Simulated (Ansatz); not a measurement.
# PtSe2 (1T monolayer): a many-body input that goes wrong, and its mend

A first try at the G0W0 gap of PtSe2 (1T monolayer), what the program said, and an input that works.

Program: Ansatz 0.2.0. Level of theory: G0W0 on PBE, plane waves, PAW. Results are calculated unless marked as measured.

## (1) Set-up

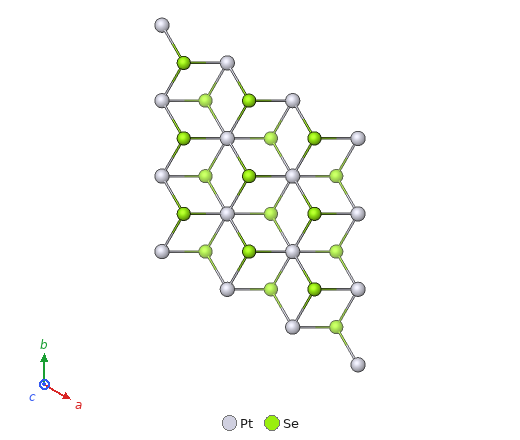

The cell as given, from above (platinum light grey, selenium green). 3×3×1 cells are drawn. Some periodic images of atoms are drawn too.

The cell holds 3 atoms: 1 Pt and 2 Se. Its edges and angles: a = 3.750 Å, b = 3.750 Å, c = 28.400 Å, α = 90.0°, β = 90.0°, γ = 120.0°. Vacuum lies along c.

The structure was relaxed with PBE. The runs that relaxed it are not among those shown. Spin-orbit coupling is left out unless a step names it. The default PAW set here is soft_2. Its files were made with PBE. The Coulomb interaction is cut off across the vacuum.

## (2) First try

The input, input.yaml:

```yaml
crystal:
  lattice:
    - [3.7504907858, 0.0, 0.0]
    - [-1.8752453929, 3.2480202972, 0.0]
    - [0.0, 0.0, 28.4]
  atoms:
    - { symbol: Pt, position: [0.0, 0.0, 0.5] }
    - { symbol: Se, position: [0.3333333333, 0.6666666667, 0.5459659458] }
    - { symbol: Se, position: [0.6666666667, 0.3333333333, 0.4540340542] }
  periodic: [true, true, false]
kpoints:
  mp_grid: { grid: [6, 6, 1] }
hamiltonian:
  xc: pbe
scf:
  occupations: { method: fixed }
gw:
  n_empty_bands: 365
  ecut_chi: 60
  qp_bands: [v2, c2]
  qp_kpoints: [[0.137, 0.291, 0]]
  screening: { model: contour_deformation }
```

Started as:

```
ansatz run input.yaml --threads 3 --pin off --max-ram 92160MiB --backend cpu --events-out ev --progress --plain --runs-dir out
```

Numbers of over 12 decimals in the logs are rounded to 6 here.

The log of the run:

```text
Error: invalid value for `gw.qp_kpoints`: the listed point [0.137, 0.291, 0.0] is no point of the k-mesh [6, 6, 1] (kpoints.mp_grid); the nearest is [0.166667, 0.333333, 0.0]
```

Elapsed: 0.09 s, on 3 threads of AMD EPYC 7R13 (Zen 3), shared host; peak memory 0.1 GiB.

**What went wrong?**

The program refused the input before any cycle.

The fault: point off the mesh. Quasiparticle levels are computed on points of the mesh alone.

## (3) A better input

G0W0 replaces the xc potential by the self-energy, built once from these orbitals. Only a window of levels is corrected, while the sums run over the empty bands that the input names.

input.yaml, as its differences from that of step 2:

```diff
@@ -17,6 +17,6 @@
 gw:
-  n_empty_bands: 365
-  ecut_chi: 60
+  n_empty_bands: 421
+  ecut_chi: 66.0
   qp_bands: [v2, c2]
-  qp_kpoints: [[0.137, 0.291, 0]]
+  qp_kpoints: band_edges
   screening: { model: contour_deformation }
```

Started as:

```
ansatz run input.yaml --threads 3 --pin off --max-ram 92160MiB --backend cuda --events-out ev --progress --plain --runs-dir out --devices 1 --max-vram 13GiB
```

The log of the run:

```text
GPUs: using 1 of 1 available (devices: 1).
[...]
device memory: the entry about to start is reckoned to put 3.0 GiB on a device that reports 36.2 GiB free (of which the cap on the GPU budget leaves the run 13.0 GiB)
GPU FFT provider: cuFFT
GPU libraries: cuBLAS 13.8.2, cuFFT 12.4.0, cuSOLVER 12.3.4
Crystal: 3 atoms, lattice volume = 345.959 Å³
Basis set: ecut = 420 eV, 6803 PW (Γ)
Bands: 30, of which v1, the nominal top of the filled ones, is band 25 counted from 1 (24 counted from 0)
Symmetry: 12 space group operations
[...]
k-points: 7 of 36
[...]
GPU buffer pool allocated for 139968 grid points (all kernels)
GPU transforms: local potential and band sums: pruned to the plane-wave sphere, on 25×25×192
[...]
SCF iter   1: F=—  HF=-23462.364194 eV  |F-HF|=—  |Δ(HF+E_count)|=         —  Δρ=1.38e-3  dr2=6.61e-3  ethr=1.77e-3  ⟨swp⟩=6.6  Hψ=900  notcnv=0  defer=21
[...]
0    24     -5.7466   -17.5991     1.3286   -15.9985  0.7102    -6.0214    -6.0185  root
     0    25     -5.7466   -17.5991     1.3286   -15.9985  0.7102    -6.0214    -6.0185  root
     0    26     -2.7844   -17.0472    -2.9482   -20.5968  0.6750    -2.1595    -2.1831  root
     0    27     -2.7844   -17.0472    -2.9482   -20.5968  0.6750    -2.1595    -2.1831  root
     1    24     -5.8684   -17.5969     1.6750   -15.5869  0.7008    -6.2083    -6.2034  root
     1    25     -5.8192   -19.4455     1.7581   -17.4121  0.7099    -6.0974    -6.0944  root
     1    26     -4.0743   -16.1093    -2.4322   -19.0849  0.7182    -3.5188    -3.5309  root
     1    27     -3.0912   -16.3841    -2.9704   -19.9503  0.6881    -2.4666    -2.4952  root
[...]
6    24     -6.6770   -25.1476     3.4833   -21.3767  0.6841    -6.9692    -6.9647  root
     6    25     -6.6770   -25.1476     3.4833   -21.3767  0.6841    -6.9692    -6.9647  root
     6    26     -3.9179   -15.7898    -2.8387   -19.1964  0.7064    -3.3351    -3.3500  root
     6    27     -3.9179   -15.7898    -2.8387   -19.1964  0.7064    -3.3351    -3.3500  root
[key lines of the parts left out:]
SCF converged after 6 iterations
Free energy (F): -23462.358992 eV
Fermi energy:    -5.746598 eV
```

It took 23 s on 1 × NVIDIA H100 80GB HBM3 (shared by 6 runs) with 3 threads; peak memory 1.7 GiB; 33 s of CPU time.

The column dr2 measures how far the density is from self-consistency, as an energy; F and HF (Harris–Foulkes) agree once it is small.

This step gave:

```
bands summed                                 : 446
plane waves in the screening matrix          : 451
q-points in the mesh                         : 36
G0W0 gap on the mesh                         : 2.488 eV
k of the valence top                         : 0, 0, 0
k of the conduction bottom                   : 0, 0.1667, 0
starting gap on the mesh                     : 1.672 eV
Z at the valence top                         : 0.7102
Z at the conduction bottom                   : 0.7182
least direct G0W0 gap on the computed points : 2.564 eV
```

The gap on the mesh goes from 1.67 eV to 2.49 eV, a correction of +0.82 eV. Between the two edge states, bare exchange in place of the xc potential would open the gap by 4.58 eV, and correlation takes back 3.76 eV.

## (4) Results

```json
{
  "first try": "refused after 0.09 s",
  "better run": "G0W0 gap on the mesh 2.49 eV (6×6×1 mesh, 421 empty bands, screening to 66 eV)"
}
```

In words: The second run differs in: empty bands, screening cutoff (eV) and points asked. Bands and cutoff are finite, so the gap is not at the basis limit. The miss can reach some tenths of an eV and take either sign; the mesh is an error of its own. The mesh in the plane is coarse for a sheet; gap and any exciton binding can still move on denser ones. The runs have no spin polarisation. For a closed low-spin shell that is the natural state; where a d or f shell is open it is a constraint, and the gap is then not the crystal's own. With d states at the gap, one-shot GW leans hard on its start. The many-body steps are scalar-relativistic: spin-orbit coupling is not in them.

[Paths, hosts, dates, memory and timing lines, banners, echoed tables and standing remarks are left out of the program output.]

[Logs are printed without paths, hosts, clocks, repeated set-up lines and the standing remarks that a program may print on its own settings, such as how far it seeks lower states.]

[Runs of the session that timed out or met a known fault of the program may be left out.]

[Cells called generated may have been cut or substituted from an entry of the Crystallography Open Database or the Materials Project.]

[Hosts, paths, dates, database ids (printed as entryN), source tags and the programs' standing remarks are cut or masked in the printed files.]
